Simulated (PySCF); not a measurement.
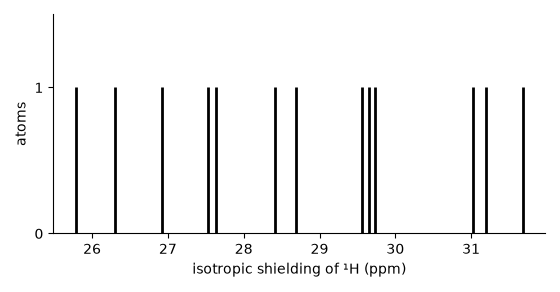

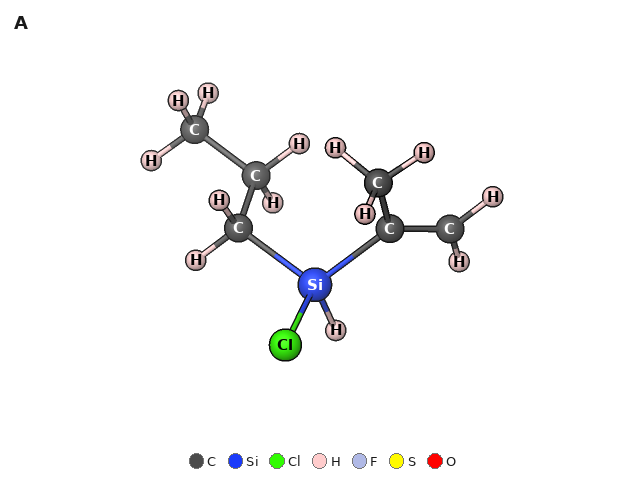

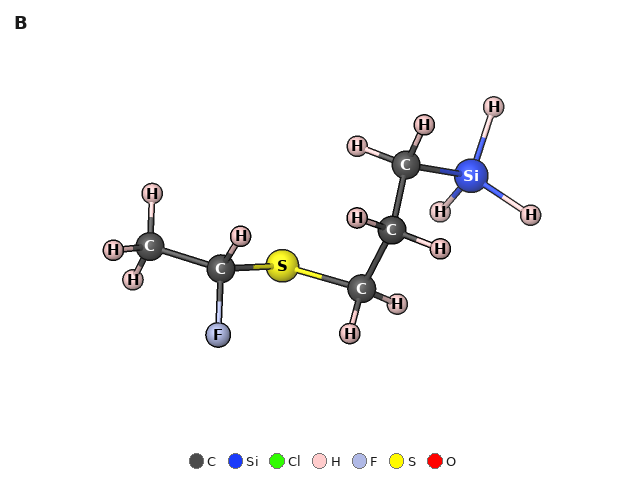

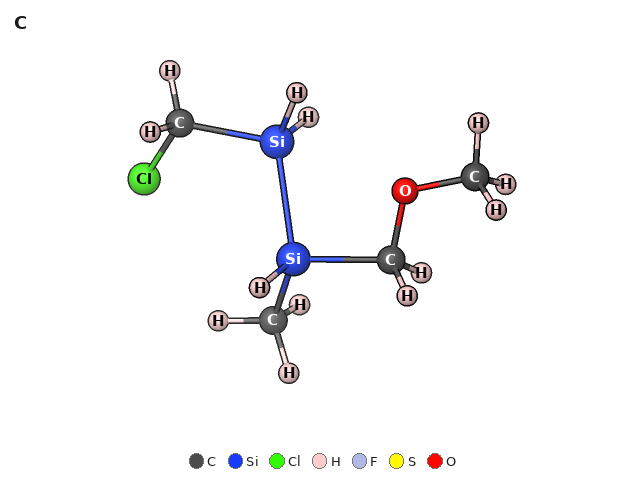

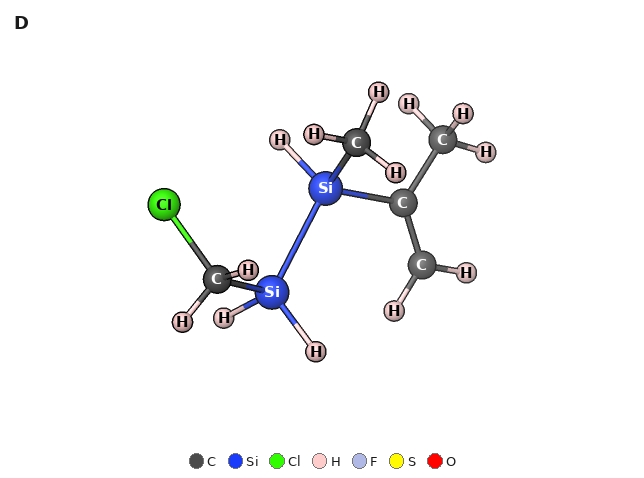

The sticks are computed shieldings of one of the molecules, for one fixed geometry (GFN2-xTB) without averaging over rotations. Low shielding means a high chemical shift. Method: GIAO PBE0/pcSseg-1 NMR shielding, non-relativistic, gas phase (PySCF 2.14.0).

Match the spectrum to a structure.

D, `C=C(C)[Si@H](C)[SiH2]CCl`. Its 13 H atoms give lines at 25.78, 26.30, 26.93, 27.53, 27.64, 28.41, 28.69, 29.56, 29.65, 29.73, 31.03, 31.20, 31.68 ppm.

The geometry is semi-empirical. Around Si such bond lengths and angles can be off by a tenth of an ångström or more and by several degrees, and values that hang on the shape move with them.
